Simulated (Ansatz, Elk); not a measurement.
**Bonding as seen by X-rays: V2Ga4Pt**

Structure refinements treat a crystal as free atoms side by side. For a made-up structure of V2Ga4Pt (cell and positions from a PBE relaxation) the runs below show what the calculated density changes in F(hkl).

Main program and level: Elk 11.2.3 (patched build); DFT, PBE, all-electron APW+lo, Dirac cores, scalar-relativistic bands, static density, no spin.

The structure was built from a prototype and need not be the compound's stable phase.

## Step 1: Set-up

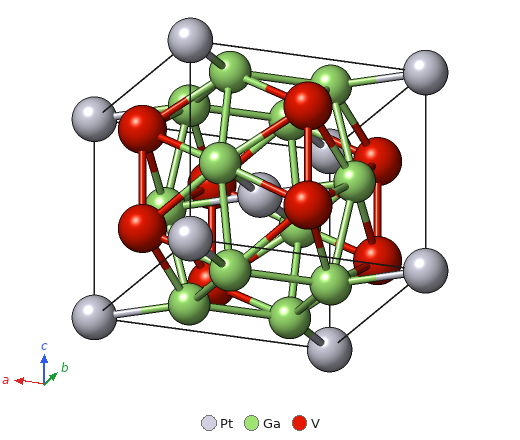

Start, viewed from a free direction; platinum light grey, gallium green, vanadium red. This picture shows the conventional cell, with its axes. Some periodic images of atoms are drawn too.

## Step 2: Ground state and structure factors

An all-electron density is needed, since X-rays see the cores too. Task 0 finds the density and task 195 Fourier-transforms it; tshift is off so that phases refer to the origin typed.

The input, elk.in:

```
tasks
  0
  195

xctype
  20

spinpol
  .false.

rgkmax
  7.0

gmaxvr
  14.0

lmaxo
  7

lmaxapw
  8

swidth
  0.002

tshift
  .false.

ramdisk
  .false.

hmaxvr
  5.5

maxscl
  120

epspot
  1e-06

sppath
  './'

avec
  -6.03900968656 6.03900968656 5.00129760143
  6.03900968656 -6.03900968656 5.00129760143
  6.03900968656 6.03900968656 -5.00129760143

atoms
  3
  'Pt.in'
  1
  0.0000000000 0.0000000000 0.0000000000   0.000000 0.000000 0.000000
  'Ga.in'
  4
  0.7139075851 0.2860924149 0.0000000000   0.000000 0.000000 0.000000
  0.2860924149 0.7139075851 0.0000000000   0.000000 0.000000 0.000000
  0.7139075851 0.7139075851 0.4278151702   0.000000 0.000000 0.000000
  0.2860924149 0.2860924149 0.5721848298   0.000000 0.000000 0.000000
  'V.in'
  2
  0.2500000000 0.7500000000 0.5000000000   0.000000 0.000000 0.000000
  0.7500000000 0.2500000000 0.5000000000   0.000000 0.000000 0.000000

ngridk
  6 6 6
```

On the command line:

```sh
$ OMP_NUM_THREADS=4 elk
```

Numbers of over 12 decimals in the logs are rounded to 6 here.

The log of the run:

```text
┌─────────────────────────┐
│ Elk code version 11.2.3 │
└─────────────────────────┘

All units are atomic (Hartree, Bohr, etc.)

┌─────────────────────────────────────────────────┐
│ Ground-state run starting from atomic densities │
└─────────────────────────────────────────────────┘

Lattice vectors :
  -6.039009687       6.039009687       5.001297601
   6.039009687      -6.039009687       5.001297601
   6.039009687       6.039009687      -5.001297601

Reciprocal lattice vectors :
  0.1140311061E-17  0.5202165283      0.6281555116
  0.5202165283      0.1140311061E-17  0.6281555116
  0.5202165283      0.5202165283     -0.2811881050E-16

Unit cell volume      :    729.5820521
Brillouin zone volume :   0.3399894676

Muffin-tin inner radius fraction :   0.1000000000E-01

Nuclei treated as point charges

Species : 1 (Pt)
 parameters loaded from : Pt.in
 name : platinum
 nuclear charge    :   -78.00000000
 electronic charge :    78.00000000
 atomic mass :    355605.4401
 muffin-tin radius :    2.604385316
 number of radial points in muffin-tin :   1393
 inner part over the whole radius :   0.9917867676E-02
 number on inner part of muffin-tin    :    998
 approximate nuclear radius :   0.1029052813E-03
 number of mesh points to nuclear radius :    525
 atomic positions (lattice), magnetic fields (Cartesian) :
  1 :   0.00000000  0.00000000  0.00000000    0.00000000  0.00000000  0.00000000

Species : 2 (Ga)
 parameters loaded from : Ga.in
 name : gallium
 nuclear charge    :   -31.00000000
 electronic charge :    31.00000000
 atomic mass :    127097.2539
 muffin-tin radius :    2.232330271
 number of radial points in muffin-tin :    993
 inner part over the whole radius :   0.9850971165E-02
 number on inner part of muffin-tin    :    700
 approximate nuclear radius :   0.7562051033E-04
 number of mesh points to nuclear radius :    340
 atomic positions (lattice), magnetic fields (Cartesian) :
  1 :  -0.28609241  0.28609241  0.00000000    0.00000000  0.00000000  0.00000000
  2 :   0.28609241 -0.28609241  0.00000000    0.00000000  0.00000000  0.00000000
  3 :  -0.28609241 -0.28609241  0.42781517    0.00000000  0.00000000  0.00000000
  4 :   0.28609241  0.28609241 -0.42781517    0.00000000  0.00000000  0.00000000

Species : 3 (V)
 parameters loaded from : V.in
 name : vanadium
 nuclear charge    :   -23.00000000
 electronic charge :    23.00000000
 atomic mass :    92860.67382
 muffin-tin radius :    2.400000000
 number of radial points in muffin-tin :    993
 inner part over the whole radius :   0.9920165687E-02
 number on inner part of muffin-tin    :    699
 approximate nuclear radius :   0.6897515165E-04
 number of mesh points to nuclear radius :    327
 atomic positions (lattice), magnetic fields (Cartesian) :
  1 :   0.25000000 -0.25000000  0.50000000    0.00000000  0.00000000  0.00000000
  2 :  -0.25000000  0.25000000  0.50000000    0.00000000  0.00000000  0.00000000

Total number of atoms per unit cell :    7
Total muffin-tin volume :    376.1975778
 ratio of muffin-tin to unit cell volume :   0.5156343645

Spin treatment :
 spin-unpolarised

Number of Bravais lattice symmetries :   16
Number of crystal symmetries         :   16
Crystal has inversion symmetry
Real symmetric eigensolver will be used

k-point grid :      6     6     6
k-point offset :    0.000000000       0.000000000       0.000000000
k-point set is reduced with full crystal symmetry group
Total number of k-points :       30

Muffin-tin radius times maximum |G+k| :    7.000000000
 using average radius
Maximum |G+k| for APW functions       :    2.999931479
Maximum (1/2)|G+k|²                   :    4.499794439
Maximum |G| for potential and density :    14.00000000
Constant for pseudocharge density :    9
 order of it for each species :   16  16  16
 order of it for pair densities of each species (exact exchange by exxq0 0: 17) :   12   8  10
Radial integration step length :    1

G-vector grid sizes :     45    45    45
Number of G-vectors :    33679

[...]
electron entropic           :    -0.23838069380278E-02
 total energy                :     -28122.154859423

Density of states at Fermi energy :    181.7470996
 (states/Hartree/unit cell)

Estimated indirect band gap :   0.1436667753E-02
 from k-point 14 to k-point 10
Estimated direct band gap   :   0.3655054616E-02
 at k-point 15

Charges :
 core                        :    140.0000000
 valence                     :    108.0000000
 interstitial                :    10.70400373
 muffin-tins (core leakage)
  species : 1 (Pt)
[...]
species : 2 (Ga)
[...]
species : 3 (V)
[...]
total in muffin-tins        :    237.2959963
 total calculated charge     :    247.9910453
 total charge                :    248.0000000
 error                       :   0.8954657101E-02

RMS change in Kohn-Sham potential (target) :   0.4911311782     (  0.1000000000E-05)
Absolute change in total energy (target)   :    1.358350902     (  0.1000000000E-03)

[... loops 3 to 17 left out ...]

┌──────────────────┐
│ Loop number : 18 │
└──────────────────┘

Energies :
 Fermi                       :     0.316049
 sum of occupied eigenvalues :     -16893.646998830
 electron kinetic            :      30958.981809176
 core electron kinetic       :      29430.874509949
 Coulomb                     :     -58329.697322496
 Coulomb potential           :     -46873.254545463
 nuclear-nuclear             :     -3007.1984321085
 electron-nuclear            :     -63847.895537354
 Hartree                     :      8525.3966469671
 Madelung                    :     -34893.070049764
 xc potential                :     -979.37426254220
 exchange                    :     -738.20403178590
 correlation                 :     -12.927793947306
 electron entropic           :    -0.16224831138307E-02
 total energy                :     -28121.848961536

Density of states at Fermi energy :    123.3237987
 (states/Hartree/unit cell)

Estimated indirect band gap :   0.1191156741E-02
 from k-point 20 to k-point 14
Estimated direct band gap   :   0.6409629403E-02
 at k-point 24

Charges :
 core                        :    140.0000000
 valence                     :    108.0000000
 interstitial                :    10.30989256
 muffin-tins (core leakage)
  species : 1 (Pt)
[...]
species : 2 (Ga)
[...]
species : 3 (V)
[...]
total in muffin-tins        :    237.6901074
 total calculated charge     :    247.9914233
 total charge                :    248.0000000
 error                       :   0.8576688885E-02

RMS change in Kohn-Sham potential (target) :   0.6680299223E-06 (  0.1000000000E-05)
Absolute change in total energy (target)   :   0.3944876516E-04 (  0.1000000000E-03)

Convergence targets achieved

┌──────────────────┐
│ Loop number : 19 │
└──────────────────┘

Energies :
 Fermi                       :     0.316049
 sum of occupied eigenvalues :     -16893.646979191
 electron kinetic            :      30958.981842166
 core electron kinetic       :      29430.874532939
 Coulomb                     :     -58329.697333511
 Coulomb potential           :     -46873.254528104
 nuclear-nuclear             :     -3007.1984321085
 electron-nuclear            :     -63847.895575729
 Hartree                     :      8525.3966743264
 Madelung                    :     -34893.070069459
 xc potential                :     -979.37429325372
 exchange                    :     -738.20403132509
 correlation                 :     -12.927793957096
 electron entropic           :    -0.16224829728815E-02
 total energy                :     -28121.848939110

Density of states at Fermi energy :    123.3238117
 (states/Hartree/unit cell)

Estimated indirect band gap :   0.1191175909E-02
 from k-point 20 to k-point 14
Estimated direct band gap   :   0.6409626924E-02
 at k-point 24

Charges :
 core                        :    140.0000000
 valence                     :    108.0000000
 interstitial                :    10.30989335
 muffin-tins (core leakage)
  species : 1 (Pt)
[...]
species : 2 (Ga)
[...]
atom 4                    :    29.40276074     (  0.1814216554E-02)
  species : 3 (V)
   atom 1                    :    21.65980525     ( -0.2221835071E-06)
   atom 2                    :    21.65980525     ( -0.2221835071E-06)
 total in muffin-tins        :    237.6901066
 total calculated charge     :    247.9914233
 total charge                :    248.0000000
 error                       :   0.8576689288E-02

┌──────────────────────────────┐
│ Self-consistent loop stopped │
└──────────────────────────────┘

Warning : core states of species 1 leak from the muffin-tin :   0.4405240248E-03

Warning : core states of species 2 leak from the muffin-tin :   0.1814216554E-02

Wrote STATE.OUT
```

Wall time 78 s (4 threads of Arm Neoverse V1, shared host); peak memory 0.28 GiB.

SFACRHO.OUT:

```text

h k l indices transformed by vhmat matrix:
   1.000000000       0.000000000       0.000000000    
   0.000000000       1.000000000       0.000000000    
   0.000000000       0.000000000       1.000000000    

      h      k      l  multipl.   |H|            Re(F)            Im(F)           |F|

      0      0      0      1   0.0000000       248.00000      0.65658788E-16   248.00000    
      0      0     -1      4  0.73569727       38.252145     -0.12268636E-13   38.252145    
     -1      0      0      8  0.81560075       47.382002      -0.0000000       47.382002    
      1     -1     -1      4   1.0404331       11.327380     -0.56784243E-14   11.327380    
      1      1     -1      2   1.2563110       133.68593      0.10164681E-13   133.68593    
     -1      2      0     16   1.3220081       86.428361      -0.0000000       86.428361    
     -1     -1      0      8   1.4558736       101.72907      0.25586744E-13   101.72907    
      0      0     -2      4   1.4713945       174.58475      0.23345196E-13   174.58475    
     -2      0      2      8   1.6312015      -51.687956     -0.14907687E-13   51.687956    
      2     -2     -1      8   1.6450691       18.497283     -0.11366910E-13   18.497283    
      1     -2      2      8   1.6823218       119.43199      -0.0000000       119.43199    
      3     -1     -1      8   1.9347659       100.62426      0.91160629E-14   100.62426    
     -2     -1      1      8   1.9549525       39.474430     -0.50624925E-14   39.474430    
     -3      2      1     16   1.9780565       10.201126      -0.0000000       10.201126    
     -3      1      2     16   2.0699202       73.083991      0.25958251E-14   73.083991    
      2     -2     -2      4   2.0808661       136.41473      0.17469502E-13   136.41473    
     -3      3      0      4   2.2070918       61.870578     -0.14120056E-13   61.870578    
      3      0     -1     16   2.2145745       72.582203     -0.75937387E-14   72.582203
```

Elk indexes on the primitive cell of elk.in and gives |H| = 4π sin θ/λ in inverse bohr. Below, one row stands for each form hkl of the conventional cell (m members, Friedel mates merged), F is for one primitive cell and the density is static (no thermal factor). Free-atom factors are Waasmaier and Kirfel's, and R is Σm||F|−|F'||/Σm|F|.

```csv
hkl,m,sin θ/λ (Å⁻¹),"abs F, DFT",neutral atoms,diff.
110,4,0.111,38.252,38.939,-0.687
101,8,0.123,47.382,47.462,-0.080
200,4,0.157,11.327,11.328,-0.001
002,2,0.189,133.686,133.758,-0.072
211,16,0.199,86.428,86.565,-0.136
112,8,0.219,101.729,102.489,-0.760
220,4,0.221,174.585,175.407,-0.822
202,8,0.245,51.688,52.476,-0.788
310,8,0.247,18.497,18.279,+0.219
301,8,0.253,119.432,120.194,-0.762
222,8,0.291,100.624,101.171,-0.547
103,8,0.294,39.474,39.529,-0.054
321,16,0.297,10.201,9.979,+0.222
312,16,0.311,73.084,73.283,-0.199
```

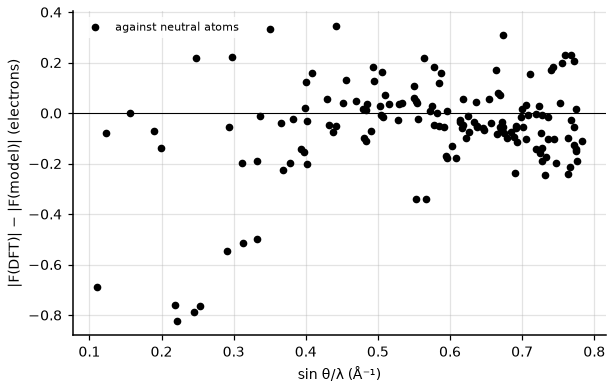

Difference between the calculated structure factors and the independent-atom ones.

## Step 3: The highest occupied states alone

An energy window below the Fermi level keeps the highest occupied states, to see at which angles they scatter; shallow core shells can lie inside it and anion s states outside. No new self-consistency is needed.

Edit elk.in of step 2 so:

```diff
@@ -1,3 +1,2 @@
 tasks
-  0
   195
@@ -40,2 +39,5 @@
 
+wsfac
+  -0.051440 0.616050
+
 sppath
```

On the command line:

```sh
$ OMP_NUM_THREADS=4 elk
```

The log of the run:

```text
┌─────────────────────────────────┐
│ Elk code version 11.2.3 started │
└─────────────────────────────────┘

Info(readinput): the functional depends on the density's gradient
 muffin-tin radial points multiplied by    2.00000
 (not where nrmtscf is given)

┌────────────────────┐
│ Current task : 195 │
└────────────────────┘
Info(checkmt): changed muffin-tin radius of species 1 (Pt) from   2.8000 to   2.6044
Info(checkmt): changed muffin-tin radius of species 2 (Ga) from   2.4000 to   2.2323

Info(sfacrho): density structure factors written to SFACRHO.OUT

 Energy window :  -0.5144000000E-01  0.6160500000

┌──────────────────┐
│ Elk code stopped │
└──────────────────┘
```

It took 19 s on 4 threads; peak memory 0.17 GiB; 23 s of CPU time.

States within 10 eV below the Fermi level hold 31.34 electrons; any levels below the window count with the cores, and a count that is not whole means the window cuts a band. Their amplitudes can exceed the total, where window and core parts have opposite phase:

```csv
hkl,sin θ/λ (Å⁻¹),"abs F, window","abs F, all"
110,0.111,0.790,38.252
101,0.123,5.394,47.382
200,0.157,6.762,11.327
002,0.189,2.175,133.686
211,0.199,3.734,86.428
112,0.219,5.044,101.729
220,0.221,5.698,174.585
202,0.245,0.081,51.688
310,0.247,0.105,18.497
301,0.253,1.724,119.432
```

## Step 4: Another functional

The difference from free atoms is small, so it is set against the change that PBEsol makes.

Edit elk.in of step 3 so:

```diff
@@ -1,2 +1,3 @@
 tasks
+  0
   195
@@ -4,3 +5,3 @@
 xctype
-  20
+  22
 
@@ -39,5 +40,2 @@
 
-wsfac
-  -0.051440 0.616050
-
 sppath
```

On the command line:

```sh
$ OMP_NUM_THREADS=4 elk
```

The log of the run:

```text
┌─────────────────────────┐
│ Elk code version 11.2.3 │
└─────────────────────────┘

All units are atomic (Hartree, Bohr, etc.)

┌─────────────────────────────────────────────────┐
│ Ground-state run starting from atomic densities │
└─────────────────────────────────────────────────┘

Lattice vectors :
  -6.039009687       6.039009687       5.001297601
   6.039009687      -6.039009687       5.001297601
   6.039009687       6.039009687      -5.001297601

Reciprocal lattice vectors :
  0.1140311061E-17  0.5202165283      0.6281555116
[...]
species : 3 (V)
   atom 1                    :    21.65932517     ( -0.2221811588E-06)
   atom 2                    :    21.65932517     ( -0.2221811588E-06)
 total in muffin-tins        :    237.6885593
 total calculated charge     :    247.9913204
 total charge                :    248.0000000
 error                       :   0.8679571440E-02

┌──────────────────────────────┐
│ Self-consistent loop stopped │
└──────────────────────────────┘

Warning : core states of species 1 leak from the muffin-tin :   0.4402919447E-03

Warning : core states of species 2 leak from the muffin-tin :   0.1840865967E-02

Wrote STATE.OUT
[key lines of the parts left out:]
total energy                :     -28108.862889367
```

The job ended after 78 s (4 threads; peak memory 0.29 GiB; 4 min of CPU time).

Against the first run R = 0.02 %; the largest change is -0.054 at 004.

## Step 5: A coarser k-mesh

About half the k-points along each axis test the sampling.

Edit elk.in of step 4 so:

```diff
@@ -5,3 +5,3 @@
 xctype
-  22
+  20
 
@@ -65,2 +65,2 @@
 ngridk
-  6 6 6
+  3 3 3
```

On the command line:

```sh
$ OMP_NUM_THREADS=4 elk
```

The log of the run:

```text
┌─────────────────────────┐
│ Elk code version 11.2.3 │
└─────────────────────────┘

All units are atomic (Hartree, Bohr, etc.)

┌─────────────────────────────────────────────────┐
│ Ground-state run starting from atomic densities │
└─────────────────────────────────────────────────┘

Lattice vectors :
  -6.039009687       6.039009687       5.001297601
   6.039009687      -6.039009687       5.001297601
   6.039009687       6.039009687      -5.001297601

Reciprocal lattice vectors :
  0.1140311061E-17  0.5202165283      0.6281555116
[...]
species : 3 (V)
   atom 1                    :    21.66065675     ( -0.2221831163E-06)
   atom 2                    :    21.66065675     ( -0.2221831163E-06)
 total in muffin-tins        :    237.6918118
 total calculated charge     :    247.9914222
 total charge                :    248.0000000
 error                       :   0.8577776144E-02

┌──────────────────────────────┐
│ Self-consistent loop stopped │
└──────────────────────────────┘

Warning : core states of species 1 leak from the muffin-tin :   0.4407186146E-03

Warning : core states of species 2 leak from the muffin-tin :   0.1813803571E-02

Wrote STATE.OUT
[key lines of the parts left out:]
total energy                :     -28121.852353557
```

Wall time 37 s (4 threads); peak memory 0.3 GiB; 77 s of CPU time.

Against the first run R = 0.01 %; the largest change is -0.025 at 440.

## Step 6: Settings against the effect

```csv
run,R against the first run (%),"R against neutral atoms, low angle (%)",wall time
"PBE, rgkmax 7",0.00,0.57,78 s
PBEsol,0.02,0.59,78 s
k-mesh 3×3×3,0.01,0.57,37 s
```

## Step 7: Outcome

| Property | Result |
| --- | --- |
| R against neutral atoms, sin θ/λ < 0.3 Å⁻¹ | 0.57 % |
| R against neutral atoms, 0.3 to 0.78 Å⁻¹ | 0.21 % |

What this shows: Independent neutral atoms miss the calculated amplitudes by R = 0.57 % below 0.3 Å⁻¹ and 0.21 % from there to 0.78 Å⁻¹; by shells, 0.64 % below 0.15 Å⁻¹ (2 forms), 0.57 % 0.15 to 0.3 (11 forms), 0.21 % 0.3 to 0.45 (22 forms), 0.22 % above 0.45 (114 forms). Bonding, aspherical density and the tables' own atoms all enter these figures, and the runs don't part them. The largest change of an amplitude is -0.82 electrons, at 220. The window's part falls from 31.3 electrons at the origin to at most 1.06 between 0.45 and 0.78 Å⁻¹, where compact states inside the window still scatter. Below 0.3 Å⁻¹ the changes that finished (PBEsol and k-mesh 3×3×3) move F by R = 0.02 % at most, against the 0.57 % that separates it from free atoms. The basis has no finished test. These runs have no spin, though d or f shells may be open. Spin-orbit coupling is left out, which can matter for elements this heavy. Part of the difference isn't bonding: the tables are fits to free atoms and ions calculated by other methods than this functional. Thermal motion, anomalous dispersion and extinction are left out.

[Logs are printed without paths, hosts, clocks, repeated set-up lines and the standing remarks that a program may print on its own settings, such as how far it seeks lower states.]

[Hosts, paths, dates, database ids (printed as entryN), source tags and the programs' standing remarks are cut or masked in the printed files.]
